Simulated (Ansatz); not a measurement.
**ClH₃SiZn + H₂: a complex and its separated parts**

The complex below is one end of an elementary step. How strongly is it bound against its free parts?

Method: PBE0-D4/def2-TZVP structures, single points in def2-TZVPP, no counterpoise correction; program: Ansatz 0.2.0, Gaussian basis.

Levels: SPW92, PBE-D4, BLYP-D4, r2SCAN-D4, B97M-V, PBE0-D4, B3LYP-D4, r2SCAN0-D4, BHLYP-D4, CAM-B3LYP-D4, wB97X-V, wB97M-V, B2PLYP, PBE-QIDH, RPA on PBE, Hartree-Fock, MP2, CCSD, CCSD(T).

Cores are frozen in the correlated methods. The 3s and 3p shells of Cu and Zn are frozen; filled d shells are correlated. B3LYP uses VWN-RPA correlation. B2PLYP carries no dispersion term here.

111 further runs of the same task are left out: 111 set aside as unsound or not needed.

**1. The system as given**

The complex: 8 atoms, charge 0, spin multiplicity 1.

Atoms are counted from 1 here; the program's logs count them from 0.

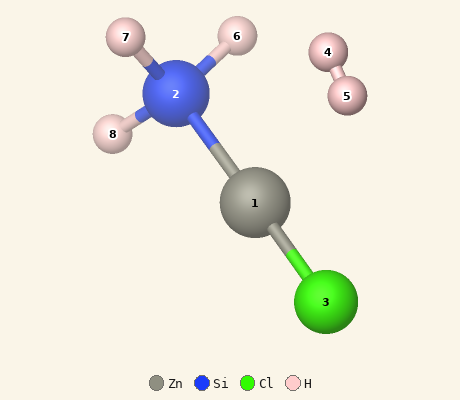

Start geometry, drawn with zinc grey, silicon blue, chlorine green, hydrogen pink; atoms are numbered from 1 in the order of the file.

Geometry (Å):

```
Zn   -0.47181   -0.63482   -1.01730
Si    1.15218   -0.71432    0.67766
Cl   -1.93047   -0.58382   -2.55405
H    -1.43233    2.14751    0.15235
H    -1.85864    1.96819   -0.43556
H     0.51216   -0.93283    2.00336
H     1.90674    0.56716    0.73302
H     2.12216   -1.81727    0.44052
```

Its parts: ClH₃SiZn holds atoms 1, 2, 3, 6, 7, 8; H₂ holds atoms 4, 5. Each part counts its atoms afresh in its own runs.

**2. Relaxing ClH₃SiZn alone**

relax-a/in.yaml reads:

```yaml
crystal:
  periodic: [false, false, false]
  atoms:
    - {symbol: Zn, position_ang: [-0.471814, -0.634815, -1.017303]}
    - {symbol: Si, position_ang: [1.152180, -0.714325, 0.677663]}
    - {symbol: Cl, position_ang: [-1.930466, -0.583820, -2.554049]}
    - {symbol: H, position_ang: [0.512161, -0.932832, 2.003364]}
    - {symbol: H, position_ang: [1.906744, 0.567156, 0.733019]}
    - {symbol: H, position_ang: [2.122159, -1.817272, 0.440516]}
basis:
  gaussian: {orbitals: def2-TZVP}
hamiltonian: {xc: pbe0, dispersion: d4}
relax: {f_tol: 0.005, max_steps: 200}
```

Command:

```sh
$ ansatz run in.yaml --threads 4 --pin off --events-out ev --progress --plain --max-ram 9574MiB
```

The program printed, cut to the lines that bear on the results:

```text
Functional definition: PBE0
  name "PBE0"
  cite "Adamo & Barone, J. Chem. Phys. 110, 6158 (1999) doi:10.1063/1.478522"
  cite "Perdew, Burke & Ernzerhof, Phys. Rev. Lett. 77, 3865 (1996) doi:10.1103/PhysRevLett.77.3865"
  parent pbe
[...]
1209 factors; their error is unknown
[...]
mean field -68856.92901472 eV, -2530.4454683882 hartree, gradient 2.7e-5 eV, S^2 0.000000; 0 other end points of the search recorded, 0 dependent functions left out
[...]
reference -68856.92904810 eV, -2530.4454696149 hartree; 32, 32 occupied and 108, 108 virtual orbitals, 1209 factors
[...]
reference -68856.92931435 eV, -2530.4454793992 hartree; 32, 32 occupied and 108, 108 virtual orbitals, 1209 factors
Total energy: -68857.02337155 eV, -2530.4489359376 hartree
Atom 0 at    -0.469845    -0.641057    -1.019783 Å, force    -0.001555    -0.001137    -0.002269 eV/Å
Atom 1 at     1.151270    -0.710740     0.679766 Å, force    -0.000002     0.000391     0.000787 eV/Å
Atom 2 at    -1.928898    -0.583182    -2.552032 Å, force     0.001342     0.001066     0.002029 eV/Å
Atom 3 at     0.512228    -0.933002     2.004940 Å, force     0.000285     0.000530    -0.000884 eV/Å
Atom 4 at     1.909555     0.568242     0.734973 Å, force    -0.001067    -0.000637    -0.000302 eV/Å
Atom 5 at     2.116654    -1.816168     0.435345 Å, force     0.000997    -0.000213     0.000638 eV/Å
Dipole moment:     0.300172    -0.011130     0.315644 e Å
```

It took 14 s on 4 threads of Intel Xeon at 2.50GHz, shared host.

Along the way:

```csv
step,energy from step 1 (eV),largest force component (eV/Å)
1,0.0000,0.0466
2,-0.0003,0.0103
3,-0.0003,0.0023
```

Close pairs (by a distance rule), those that changed most:

```csv
bond,before (Å),after (Å),change (Å)
Zn1–Cl3,2.119,2.117,-0.003
Zn1–Si2,2.349,2.350,+0.001
Si2–H4,1.488,1.488,-0.000
Si2–H5,1.488,1.488,-0.000
Si2–H6,1.488,1.488,+0.000
```

**3. Relaxing H₂ alone**

relax-b/in.yaml reads:

```yaml
crystal:
  periodic: [false, false, false]
  atoms:
    - {symbol: H, position_ang: [-1.432326, 2.147513, 0.152348]}
    - {symbol: H, position_ang: [-1.858638, 1.968194, -0.435557]}
basis:
  gaussian: {orbitals: def2-TZVP}
hamiltonian: {xc: pbe0, dispersion: d4}
relax: {f_tol: 0.005, max_steps: 200}
```

Command:

```sh
$ ansatz run in.yaml --threads 4 --pin off --events-out ev --progress --plain --max-ram 9574MiB
```

The program printed, cut to the lines that bear on the results:

```text
[... 5 set-up lines as earlier in the session ...]
[...]
88 factors; their error is unknown
[...]
mean field -31.78858716 eV, -1.1682090311 hartree, gradient 1.7e-5 eV, S^2 0.000000; 0 other end points of the search recorded, 0 dependent functions left out
[...]
reference -31.78866857 eV, -1.1682120230 hartree; 1, 1 occupied and 11, 11 virtual orbitals, 88 factors
Total energy: -31.79027513 eV, -1.1682710627 hartree
Atom 0 at    -1.432855     2.147290     0.151618 Å, force    -0.000881    -0.000370    -0.001214 eV/Å
Atom 1 at    -1.858109     1.968417    -0.434827 Å, force     0.000881     0.000370     0.001214 eV/Å
Dipole moment:     0.000000     0.000000     0.000000 e Å
```

Wall time 0.36 s (4 threads of Intel Xeon at 2.50GHz, shared host).

Along the way:

```csv
step,energy from step 1 (eV),largest force component (eV/Å)
1,0.0000,0.0536
2,-0.0001,0.0012
```

The bond:

```csv
bond,before (Å),after (Å),change (Å)
H1–H2,0.748,0.746,-0.002
```

**4. SPW92/def2-TZVPP**

parta/in.yaml reads:

```yaml
crystal:
  periodic: [false, false, false]
  atoms:
    - {symbol: Zn, position_ang: [-0.469845, -0.641057, -1.019783]}
    - {symbol: Si, position_ang: [1.151270, -0.710740, 0.679766]}
    - {symbol: Cl, position_ang: [-1.928898, -0.583182, -2.552032]}
    - {symbol: H, position_ang: [0.512228, -0.933002, 2.004940]}
    - {symbol: H, position_ang: [1.909555, 0.568242, 0.734973]}
    - {symbol: H, position_ang: [2.116654, -1.816168, 0.435345]}
basis:
  gaussian: {orbitals: def2-TZVPP}
hamiltonian: {xc: lda}
```

partb/in.yaml reads:

```yaml
crystal:
  periodic: [false, false, false]
  atoms:
    - {symbol: H, position_ang: [-1.432855, 2.147290, 0.151618]}
    - {symbol: H, position_ang: [-1.858109, 1.968417, -0.434827]}
basis:
  gaussian: {orbitals: def2-TZVPP}
hamiltonian: {xc: lda}
```

The same command starts each run, in its folder.

Command:

```sh
$ ansatz run in.yaml --threads 4 --pin off --events-out ev --progress --plain --max-ram 9574MiB
```

Log of parta, cut to the lines that bear on the results:

```text
Functional definition: SPW92
  name "SPW92"
  cite "Dirac, Proc. Camb. Phil. Soc. 26, 376 (1930) doi:10.1017/S0305004100016108"
  cite "Slater, Phys. Rev. 81, 385 (1951) doi:10.1103/PhysRev.81.385"
  cite "Perdew & Wang, Phys. Rev. B 45, 13244 (1992) doi:10.1103/PhysRevB.45.13244"
[...]
1258 factors; their error is unknown
[...]
mean field -68719.68401460 eV, -2525.4018076619 hartree, gradient 7.9e-5 eV, S^2 0.000000; 0 other end points of the search recorded, 0 dependent functions left out
reference -68719.68405628 eV, -2525.4018091934 hartree; 32, 32 occupied and 158, 158 virtual orbitals, 1258 factors
Total energy: -68719.68405628 eV, -2525.4018091934 hartree
```

partb printed, cut to the lines that bear on the results:

```text
[... 5 set-up lines as earlier in the session ...]
[...]
118 factors; their error is unknown
[...]
mean field -30.93529336 eV, -1.1368510623 hartree, gradient 4.4e-5 eV, S^2 0.000000; 0 other end points of the search recorded, 0 dependent functions left out
reference -30.93531404 eV, -1.1368518222 hartree; 1, 1 occupied and 27, 27 virtual orbitals, 118 factors
Total energy: -30.93531404 eV, -1.1368518222 hartree
```

They took 1.6 s (parta), 0.2 s (partb) on 4 threads of Intel Xeon at 2.50GHz, shared host.

**5. PBE-D4/def2-TZVPP**

Each input of step 4 (parta, partb) changes in the same lines:

```diff
-hamiltonian: {xc: lda}
+hamiltonian: {xc: pbe, dispersion: d4}
```

One command serves all of them, each in its own folder.

Command:

```sh
$ ansatz run in.yaml --threads 4 --pin off --events-out ev --progress --plain --max-ram 9574MiB
```

Output in parta, cut to the lines that bear on the results:

```text
Functional definition: PBE
  name "PBE"
[... 2 set-up lines as earlier in the session ...]
[...]
1258 factors; their error is unknown
[...]
mean field -68854.58564325 eV, -2530.3593510749 hartree, gradient 2.0e-5 eV, S^2 0.000000; 0 other end points of the search recorded, 0 dependent functions left out
reference -68854.58568771 eV, -2530.3593527090 hartree; 32, 32 occupied and 158, 158 virtual orbitals, 1258 factors
Total energy: -68854.69566272 eV, -2530.3633942161 hartree
```

partb printed, cut to the lines that bear on the results:

```text
[... 4 set-up lines as earlier in the session ...]
[...]
118 factors; their error is unknown
[...]
mean field -31.73222137 eV, -1.1661376266 hartree, gradient 3.1e-5 eV, S^2 0.000000; 0 other end points of the search recorded, 0 dependent functions left out
reference -31.73224305 eV, -1.1661384232 hartree; 1, 1 occupied and 27, 27 virtual orbitals, 118 factors
Total energy: -31.73426227 eV, -1.1662126282 hartree
```

They took 2.3 s (parta), 0.21 s (partb) on 4 threads of Intel Xeon at 2.50GHz, shared host.

**6. BLYP-D4/def2-TZVPP**

Each input of step 5 (parta, partb) changes in the same lines:

```diff
-hamiltonian: {xc: pbe, dispersion: d4}
+hamiltonian: {xc: {name: BLYP}, dispersion: d4}
```

One command serves all of them, each in its own folder.

Command:

```sh
$ ansatz run in.yaml --threads 4 --pin off --events-out ev --progress --plain --max-ram 9574MiB
```

parta printed, cut to the lines that bear on the results:

```text
Functional definition: BLYP
  name "BLYP"
  cite "Becke, Phys. Rev. A 38, 3098 (1988) doi:10.1103/PhysRevA.38.3098"
  cite "Lee, Yang & Parr, Phys. Rev. B 37, 785 (1988) doi:10.1103/PhysRevB.37.785"
[...]
1258 factors; their error is unknown
[...]
mean field -68873.27057811 eV, -2531.0460097660 hartree, gradient 2.0e-5 eV, S^2 0.000000; 0 other end points of the search recorded, 0 dependent functions left out
reference -68873.27093204 eV, -2531.0460227725 hartree; 32, 32 occupied and 158, 158 virtual orbitals, 1258 factors
Total energy: -68873.50642753 eV, -2531.0546770723 hartree
```

Output in partb, cut to the lines that bear on the results:

```text
[... 4 set-up lines as earlier in the session ...]
[...]
118 factors; their error is unknown
[...]
mean field -31.82604650 eV, -1.1695856364 hartree, gradient 8.3e-5 eV, S^2 0.000000; 0 other end points of the search recorded, 0 dependent functions left out
reference -31.82623892 eV, -1.1695927078 hartree; 1, 1 occupied and 27, 27 virtual orbitals, 118 factors
Total energy: -31.83113682 eV, -1.1697727020 hartree
```

Wall times: 2.5 s (parta), 0.2 s (partb) on 4 threads of Intel Xeon at 2.50GHz, shared host.

**7. r2SCAN-D4/def2-TZVPP**

Each input of step 6 (parta, partb) changes in the same lines:

```diff
-hamiltonian: {xc: {name: BLYP}, dispersion: d4}
+hamiltonian: {xc: r2scan, dispersion: d4}
```

One command serves all of them, each in its own folder.

Command:

```sh
$ ansatz run in.yaml --threads 4 --pin off --events-out ev --progress --plain --max-ram 9574MiB
```

Log of parta, cut to the lines that bear on the results:

```text
Functional definition: r2SCAN
  name "r2SCAN"
  cite "Furness, Kaplan, Ning, Perdew & Sun, J. Phys. Chem. Lett. 11, 8208 (2020) doi:10.1021/acs.jpclett.0c02405"
  cite "Furness, Kaplan, Ning, Perdew & Sun, J. Phys. Chem. Lett. 11, 9248 (2020) doi:10.1021/acs.jpclett.0c03077"
  parent r2scan
[...]
1258 factors; their error is unknown
[...]
mean field -68869.26867082 eV, -2530.8989423857 hartree, gradient 6.9e-5 eV, S^2 0.000000; 0 other end points of the search recorded, 0 dependent functions left out
reference -68869.26868436 eV, -2530.8989428832 hartree; 32, 32 occupied and 158, 158 virtual orbitals, 1258 factors
Total energy: -68869.29438391 eV, -2530.8998873242 hartree
```

partb printed, cut to the lines that bear on the results:

```text
[... 5 set-up lines as earlier in the session ...]
[...]
118 factors; their error is unknown
[...]
mean field -31.87205053 eV, -1.1712762531 hartree, gradient 4.1e-5 eV, S^2 0.000000; 0 other end points of the search recorded, 0 dependent functions left out
reference -31.87205714 eV, -1.1712764963 hartree; 1, 1 occupied and 27, 27 virtual orbitals, 118 factors
Total energy: -31.87255853 eV, -1.1712949218 hartree
```

Wall times: 4.5 s (parta), 0.76 s (partb) on 4 threads of Intel Xeon at 2.50GHz, shared host.

**8. B97M-V/def2-TZVPP**

The same edit goes into each in.yaml of step 7 (parta, partb):

```diff
-hamiltonian: {xc: r2scan, dispersion: d4}
+hamiltonian: {xc: {name: B97M-V}}
```

The same command starts each run, in its folder.

Command:

```sh
$ ansatz run in.yaml --threads 4 --pin off --events-out ev --progress --plain --max-ram 9574MiB
```

Log of parta, cut to the lines that bear on the results:

```text
Functional definition: B97M-V
  name "B97M-V"
  cite "Mardirossian & Head-Gordon, J. Chem. Phys. 142, 074111 (2015) doi:10.1063/1.4907719"
  cite "Becke, J. Chem. Phys. 107, 8554 (1997) doi:10.1063/1.475007"
  cite "Vydrov & Van Voorhis, J. Chem. Phys. 133, 244103 (2010) doi:10.1063/1.3521275"
  # Of w^i u^j: cxij and so on, Table III.
[...]
  gx(w, u) = cx00 + cx01*u + cx02*u^2 + (cx10 + cx11*u)*w
[...]
  gos(w, u) = cos00 + cos01*u + cos03*u^3 + cos10*w + cos32*w^3*u^2
[...]
      + integral(e_c_pw_mod_opposite_spin*gos(b97_w_opposite, b97_u_opposite)) + vv10(b, c)
1258 factors; their error is unknown
[...]
mean field -68856.28396625 eV, -2530.4217632941 hartree, gradient 6.0e-5 eV, S^2 0.000000; 0 other end points of the search recorded, 0 dependent functions left out
reference -68856.28403208 eV, -2530.4217657133 hartree; 32, 32 occupied and 158, 158 virtual orbitals, 1258 factors
Total energy: -68856.28403208 eV, -2530.4217657133 hartree
```

Output in partb, cut to the lines that bear on the results:

```text
[... 5 set-up lines as earlier in the session ...]
  # Of w^i u^j: cxij and so on, Table III.
[...]
  gx(w, u) = cx00 + cx01*u + cx02*u^2 + (cx10 + cx11*u)*w
  gss(w, u) = css00 + css02*u^2 + css10*w + (css32*w^3 + css42*w^4)*u^2
  gos(w, u) = cos00 + cos01*u + cos03*u^3 + cos10*w + cos32*w^3*u^2
[...]
      + integral(e_c_pw_mod_opposite_spin*gos(b97_w_opposite, b97_u_opposite)) + vv10(b, c)
118 factors; their error is unknown
[...]
mean field -31.90529209 eV, -1.1724978580 hartree, gradient 8.2e-6 eV, S^2 0.000000; 0 other end points of the search recorded, 0 dependent functions left out
reference -31.90532177 eV, -1.1724989488 hartree; 1, 1 occupied and 27, 27 virtual orbitals, 118 factors
Total energy: -31.90532177 eV, -1.1724989488 hartree
```

Wall times: 7 s (parta), 0.46 s (partb) on 4 threads of Intel Xeon at 2.50GHz, shared host.

**9. PBE0-D4/def2-TZVPP**

Each input of step 8 (parta, partb) changes in the same lines:

```diff
-hamiltonian: {xc: {name: B97M-V}}
+hamiltonian: {xc: pbe0, dispersion: d4}
+output: {orbitals: {seedname: orbitals}}
```

The same command starts each run, in its folder.

Command:

```sh
$ ansatz run in.yaml --threads 4 --pin off --events-out ev --progress --plain --max-ram 9574MiB
```

Output in parta, cut to the lines that bear on the results:

```text
[... 5 set-up lines as earlier in the session ...]
[...]
1377 factors; their error is unknown
[...]
mean field -68856.95327111 eV, -2530.4463597942 hartree, gradient 5.0e-5 eV, S^2 0.000000; 0 other end points of the search recorded, 0 dependent functions left out
reference -68856.95330424 eV, -2530.4463610114 hartree; 32, 32 occupied and 158, 158 virtual orbitals, 1377 factors
Total energy: -68857.04736143 eV, -2530.4498175495 hartree
```

Output in partb, cut to the lines that bear on the results:

```text
[... 5 set-up lines as earlier in the session ...]
[...]
118 factors; their error is unknown
[...]
mean field -31.79610765 eV, -1.1684854039 hartree, gradient 5.5e-5 eV, S^2 0.000000; 0 other end points of the search recorded, 0 dependent functions left out
reference -31.79612364 eV, -1.1684859916 hartree; 1, 1 occupied and 27, 27 virtual orbitals, 118 factors
Total energy: -31.79773019 eV, -1.1685450313 hartree
```

They took 4 s (parta), 0.2 s (partb) on 4 threads of Intel Xeon at 2.50GHz, shared host.

**10. B3LYP-D4/def2-TZVPP**

Each input of step 9 (parta, partb) changes in the same lines:

```diff
-hamiltonian: {xc: pbe0, dispersion: d4}
-output: {orbitals: {seedname: orbitals}}
+hamiltonian: {xc: {name: B3LYP}, dispersion: d4}
```

Each run has its own folder and the same command.

Command:

```sh
$ ansatz run in.yaml --threads 4 --pin off --events-out ev --progress --plain --max-ram 9574MiB
```

parta printed, cut to the lines that bear on the results:

```text
Functional definition: B3LYP
  name "B3LYP"
  cite "Stephens, Devlin, Chabalowski & Frisch, J. Phys. Chem. 98, 11623 (1994) doi:10.1021/j100096a001"
[... 2 set-up lines as earlier in the session ...]
  cite "Vosko, Wilk & Nusair, Can. J. Phys. 58, 1200 (1980) doi:10.1139/p80-159"
[...]
1345 factors; their error is unknown
[...]
mean field -68873.73473930 eV, -2531.0630673750 hartree, gradient 6.1e-5 eV, S^2 0.000000; 0 other end points of the search recorded, 0 dependent functions left out
reference -68873.73500379 eV, -2531.0630770949 hartree; 32, 32 occupied and 158, 158 virtual orbitals, 1345 factors
Total energy: -68873.91501361 eV, -2531.0696923338 hartree
```

Output in partb, cut to the lines that bear on the results:

```text
[... 6 set-up lines as earlier in the session ...]
[...]
118 factors; their error is unknown
[...]
mean field -32.10922809 eV, -1.1799923679 hartree, gradient 4.6e-5 eV, S^2 0.000000; 0 other end points of the search recorded, 0 dependent functions left out
reference -32.10937019 eV, -1.1799975900 hartree; 1, 1 occupied and 27, 27 virtual orbitals, 118 factors
Total energy: -32.11252128 eV, -1.1801133902 hartree
```

They took 4.1 s (parta), 0.26 s (partb) on 4 threads of Intel Xeon at 2.50GHz, shared host.

**11. r2SCAN0-D4/def2-TZVPP**

The same edit goes into each in.yaml of step 10 (parta, partb):

```diff
-hamiltonian: {xc: {name: B3LYP}, dispersion: d4}
+hamiltonian: {xc: {name: r2SCAN0}, dispersion: d4}
```

The same command starts each run, in its folder.

Command:

```sh
$ ansatz run in.yaml --threads 4 --pin off --events-out ev --progress --plain --max-ram 9574MiB
```

Log of parta, cut to the lines that bear on the results:

```text
Functional definition: r2SCAN0
  name "r2SCAN0"
  cite "Bursch, Neugebauer, Ehlert & Grimme, J. Chem. Phys. 156, 134105 (2022) doi:10.1063/5.0086040"
[... 3 set-up lines as earlier in the session ...]
[...]
1377 factors; their error is unknown
[...]
mean field -68868.05453412 eV, -2530.8543236850 hartree, gradient 8.2e-5 eV, S^2 0.000000; 0 other end points of the search recorded, 0 dependent functions left out
reference -68868.05454487 eV, -2530.8543240801 hartree; 32, 32 occupied and 158, 158 virtual orbitals, 1377 factors
Total energy: -68868.08612519 eV, -2530.8554846352 hartree
```

Output in partb, cut to the lines that bear on the results:

```text
[... 6 set-up lines as earlier in the session ...]
[...]
118 factors; their error is unknown
[...]
mean field -31.85186956 eV, -1.1705346165 hartree, gradient 1.4e-5 eV, S^2 0.000000; 0 other end points of the search recorded, 0 dependent functions left out
reference -31.85187469 eV, -1.1705348048 hartree; 1, 1 occupied and 27, 27 virtual orbitals, 118 factors
Total energy: -31.85241606 eV, -1.1705547000 hartree
```

Wall times: 5.5 s (parta), 0.61 s (partb) on 4 threads of Intel Xeon at 2.50GHz, shared host.

**12. BHLYP-D4/def2-TZVPP**

Each input of step 11 (parta, partb) changes in the same lines:

```diff
-hamiltonian: {xc: {name: r2SCAN0}, dispersion: d4}
+hamiltonian: {xc: {name: BHLYP}, dispersion: d4}
```

Each run has its own folder and the same command.

Command:

```sh
$ ansatz run in.yaml --threads 4 --pin off --events-out ev --progress --plain --max-ram 9574MiB
```

parta printed, cut to the lines that bear on the results:

```text
Functional definition: BHLYP
  name "BHLYP"
  cite "Becke, J. Chem. Phys. 98, 1372 (1993) doi:10.1063/1.464304"
[... 2 set-up lines as earlier in the session ...]
[...]
1471 factors; their error is unknown
[...]
mean field -68870.11026203 eV, -2530.9298702923 hartree, gradient 8.9e-5 eV, S^2 0.000000; 0 other end points of the search recorded, 0 dependent functions left out
reference -68870.11044066 eV, -2530.9298768568 hartree; 32, 32 occupied and 158, 158 virtual orbitals, 1471 factors
Total energy: -68870.26905527 eV, -2530.9357058362 hartree
```

Log of partb, cut to the lines that bear on the results:

```text
[... 5 set-up lines as earlier in the session ...]
[...]
118 factors; their error is unknown
[...]
mean field -31.83805536 eV, -1.1700269538 hartree, gradient 5.6e-5 eV, S^2 0.000000; 0 other end points of the search recorded, 0 dependent functions left out
reference -31.83815092 eV, -1.1700304656 hartree; 1, 1 occupied and 27, 27 virtual orbitals, 118 factors
Total energy: -31.83989451 eV, -1.1700945414 hartree
```

Wall times: 3.7 s (parta), 0.25 s (partb) on 4 threads of Intel Xeon at 2.50GHz, shared host.

(Part 1 of 2 ends here.)
